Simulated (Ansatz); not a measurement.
# One shape, several levels: [NO3]− (nitrate)

Aim: a comparison of 5 runs (HF/STO-3G, HF/3-21G, HF/aug-cc-pVDZ, PBE-QIDH/aug-cc-pVDZ, wB97X/aug-cc-pVDZ) of [NO3]− (nitrate). 

The results are computed with Ansatz 0.2.0.

## Step 1: The structure to begin with

The species is [NO3]− (4 atoms), meant as a singlet with charge -1. SMILES: `O=[N+]([O-])[O-]`. The N2–O4 distance was set to 2.244 Å, away from the relaxed value. At this shape a bond of the SMILES string is far longer than usual.

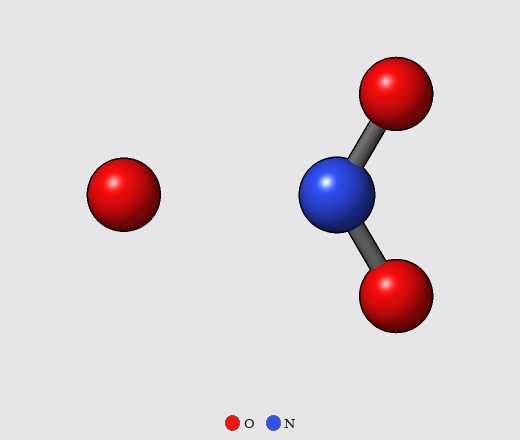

The structure, seen from a chosen angle (oxygen red, nitrogen blue).

## Step 2: The energy at HF/STO-3G (run 1)

Contents of in.yaml:

```yaml
crystal:
  periodic: [false, false, false]
  atoms:
    - {symbol: O, position_ang: [0.910107, 0.052555, 1.720694]}
    - {symbol: "N", position_ang: [0.613587, -0.471485, 0.629164]}
    - {symbol: O, position_ang: [1.084027, -1.584845, 0.324044]}
    - {symbol: O, position_ang: [-0.766950, 0.589330, -0.786420]}
basis:
  gaussian: {orbitals: STO-3G}
accuracy: high
hamiltonian: {xc: hf}
magnetization: {spin_polarized: false}
output: {orbitals: {seedname: orbitals}}
total_charge: -1
```

Run with:

```sh
ansatz run in.yaml --threads 1 --pin off --max-ram 3480MiB --events-out events.jsonl --progress --plain --runs-dir runs
```

Output:

```text
Warning: RAYON_NUM_THREADS=1 ignored (pool sized by the plan → 1); use --threads N
Functional definition: HF
  name "HF"
  exchange = exact_x
  correlation = 0
355 factors; integrals over basis functions are off by at most 4.6e-8 eV
mean field evaluation 1: about -7448.6119 eV, gradient 5.5e1 eV
mean field evaluation 2: about -7448.7107 eV, gradient 5.5e1 eV
mean field evaluation 4: about -7444.3099 eV, gradient 3.2e1 eV
mean field evaluation 8: about -7461.5383 eV, gradient 4.3e1 eV
mean field evaluation 16: about -7479.1823 eV, gradient 3.0e-4 eV
mean field evaluation 32: about -7472.1577 eV, gradient 8.1e0 eV
mean field evaluation 64: about -7458.0390 eV, gradient 4.3e1 eV
mean field -7479.18232486 eV, -274.8548808669 hartree, gradient 2.7e-8 eV, S^2 0.000000; 2 other end points of the search recorded, 0 dependent functions left out
reference -7479.18232486 eV, -274.8548808669 hartree; 16, 16 occupied and 4, 4 virtual orbitals, 355 factors
Total energy: -7479.18232486 eV, -274.8548808669 hartree
```

Run time: 0.12 s. Hardware: 1 thread of Arm Neoverse V2, shared host.

## Step 3: A single-point energy at HF/3-21G (run 2)

Contents of molecule.yaml:

```yaml
crystal:
  periodic: [false, false, false]
  atoms:
    - {symbol: O, position_ang: [0.910107, 0.052555, 1.720694]}
    - {symbol: "N", position_ang: [0.613587, -0.471485, 0.629164]}
    - {symbol: O, position_ang: [1.084027, -1.584845, 0.324044]}
    - {symbol: O, position_ang: [-0.766950, 0.589330, -0.786420]}
basis:
  gaussian:
    orbitals: 3-21G.json
total_charge: -1
hamiltonian:
  xc: hf
accuracy: high
output:
  orbitals: {seedname: orbitals}
```

The basis set 3-21G is read from a file made from the Basis Set Exchange's data (not shown).

Run with:

```sh
ansatz run molecule.yaml --threads 1 --pin off --max-ram 3480MiB --events-out events.jsonl --progress --plain --runs-dir runs
```

Output:

```text
Warning: RAYON_NUM_THREADS=1 ignored (pool sized by the plan → 1); use --threads N
[... 4 set-up lines as earlier in the session ...]
682 factors; integrals over basis functions are off by at most 6.4e-9 eV
mean field evaluation 1: about -7518.8005 eV, gradient 7.7e1 eV
mean field evaluation 2: about -7518.8081 eV, gradient 7.7e1 eV
mean field evaluation 4: about -7529.4024 eV, gradient 5.3e1 eV
mean field evaluation 8: about -7542.5407 eV, gradient 2.3e0 eV
mean field evaluation 16: about -7542.5515 eV, gradient 3.7e-6 eV
mean field evaluation 32: about -7542.2646 eV, gradient 1.7e0 eV
mean field evaluation 64: about -7526.4106 eV, gradient 5.3e0 eV
mean field -7542.55147988 eV, -277.1836543604 hartree, gradient 3.3e-8 eV, S^2 0.000000; 0 other end points of the search recorded, 0 dependent functions left out
reference -7542.55147988 eV, -277.1836543604 hartree; 16, 16 occupied and 20, 20 virtual orbitals, 682 factors
Total energy: -7542.55147988 eV, -277.1836543604 hartree
```

Wall time 0.24 s (1 thread of Arm Neoverse V2, shared host).

Run 3 isn't shown in full; the table further down has it.

## Step 4: A single-point energy at PBE-QIDH/aug-cc-pVDZ (run 4)

Contents of job.yaml:

```yaml
basis:
  gaussian:
    orbitals: aug-cc-pVDZ
crystal:
  periodic: [false, false, false]
  atoms:
    - {symbol: O, position_ang: [0.910107, 0.052555, 1.720694]}
    - {symbol: N, position_ang: [0.613587, -0.471485, 0.629164]}
    - {symbol: O, position_ang: [1.084027, -1.584845, 0.324044]}
    - {symbol: O, position_ang: [-0.766950, 0.589330, -0.786420]}
total_charge: -1
hamiltonian:
  xc: {name: PBE-QIDH}
correlation:
  frozen_orbitals: {"N": 1, O: 1}
accuracy: high
output:
  orbitals: {seedname: orbitals}
```

Run with:

```sh
ansatz run job.yaml --threads 1 --pin off --max-ram 3480MiB --events-out events.jsonl --progress --plain --runs-dir runs
```

Output, shortened:

```text
Warning: RAYON_NUM_THREADS=1 ignored (pool sized by the plan → 1); use --threads N
Functional definition: PBE-QIDH
  name "PBE-QIDH"
[...]
1802 factors; integrals over basis functions are off by at most 2.6e-9 eV
[...]
mean field -7607.15317675 eV, -279.5577229319 hartree, gradient 8.4e-8 eV, S^2 0.000000; 1 other end points of the search recorded, 0 dependent functions left out; unrestricted orbitals would lower it
4 core orbitals not correlated: weight in the atoms' cores, before any rotation towards them, 1.000 or more for the frozen orbitals, at most 0.000 for the correlated occupied ones
reference -7607.15317771 eV, -279.5577229672 hartree; 12, 12 occupied and 76, 76 virtual orbitals, 1802 factors
second order -24.59280169 eV of doubles, -0.00000000 eV of singles
Total energy: -7615.35077827 eV, -279.8589792314 hartree
```

Wall time 6.9 s (1 thread of Arm Neoverse V2, shared host); peak memory 0.31 GiB.

## Step 5: A single-point energy at wB97X/aug-cc-pVDZ (run 5)

Contents of run.yaml:

```yaml
crystal:
  periodic: [false, false, false]
  atoms:
    - {symbol: O, position_ang: [0.910107, 0.052555, 1.720694]}
    - {symbol: "N", position_ang: [0.613587, -0.471485, 0.629164]}
    - {symbol: O, position_ang: [1.084027, -1.584845, 0.324044]}
    - {symbol: O, position_ang: [-0.766950, 0.589330, -0.786420]}
basis:
  gaussian:
    orbitals: aug-cc-pVDZ
total_charge: -1
hamiltonian:
  xc: {name: wB97X}
accuracy: high
output:
  orbitals: {seedname: orbitals}
```

Run with:

```sh
ansatz run run.yaml --threads 1 --pin off --max-ram 3480MiB --events-out events.jsonl --progress --plain --runs-dir runs
```

Output, shortened:

```text
Warning: RAYON_NUM_THREADS=1 ignored (pool sized by the plan → 1); use --threads N
Functional definition: wB97X
  name "wB97X"
[...]
      + exact_x_lr(omega)
[...]
      + integral(e_c_pw_opposite_spin*poly(b97_u_opposite, 1, cos1, cos2, cos3, cos4))
1802 factors; integrals over basis functions are off by at most 2.6e-9 eV
370 factors; integrals over basis functions are off by at most 1.3e-9 eV
[...]
mean field -7624.43283061 eV, -280.1927384986 hartree, gradient 2.6e-8 eV, S^2 0.000000; 0 other end points of the search recorded, 0 dependent functions left out
reference -7624.43282795 eV, -280.1927384011 hartree; 16, 16 occupied and 76, 76 virtual orbitals, 1802 factors
Total energy: -7624.43282795 eV, -280.1927384011 hartree
```

Run time: 15 s. Hardware: 1 thread of Arm Neoverse V2, shared host; peak memory 0.38 GiB.

## Step 6: All runs side by side

```csv
run,level,frozen core orbitals,energy (Eh),HOMO energy (eV),LUMO energy (eV),HOMO–LUMO gap (eV),wall time
1,HF/STO-3G,–,-274.854881,1.74,13.83,12.09,0.12 s
2,HF/3-21G,–,-277.183654,-3.59,8.27,11.86,0.24 s
3,HF/aug-cc-pVDZ,–,-278.828602,-5.15,5.45,10.61,3.3 s
4,PBE-QIDH/aug-cc-pVDZ,4,-279.858979,-4.18,3.56,7.74,6.9 s
5,wB97X/aug-cc-pVDZ,–,-280.192738,-4.73,3.38,8.11,15 s
```

## Step 7: Results

```
                                                    quantity          value
                                         run 5: total energy  -280.19274 Eh
                                          run 5: HOMO energy       -4.73 eV
                                          run 5: LUMO energy        3.38 eV
run 5: HOMO–LUMO gap (to an unbound level, set by the basis)        8.11 eV
```

**Reading.** The HOMO–LUMO gap runs from 7.74 eV (PBE-QIDH/aug-cc-pVDZ) to 12.09 eV (HF/STO-3G). The two ends differ in method and basis. The empty levels of an anion lie above zero and hang on the basis. A double hybrid's value is that of its SCF part. Totals of different functionals can't be ranked against each other. In run 1 the HOMO lies above zero, so the outermost electron may be held by the basis alone. In run 4 the log says that unrestricted orbitals would lower the reference, so the values rest on an unstable closed-shell determinant (other closed-shell runs at this shape may share the fault). In run 1 the basis is minimal, so the values are rough. All runs together took 25 s, the longest 15 s.
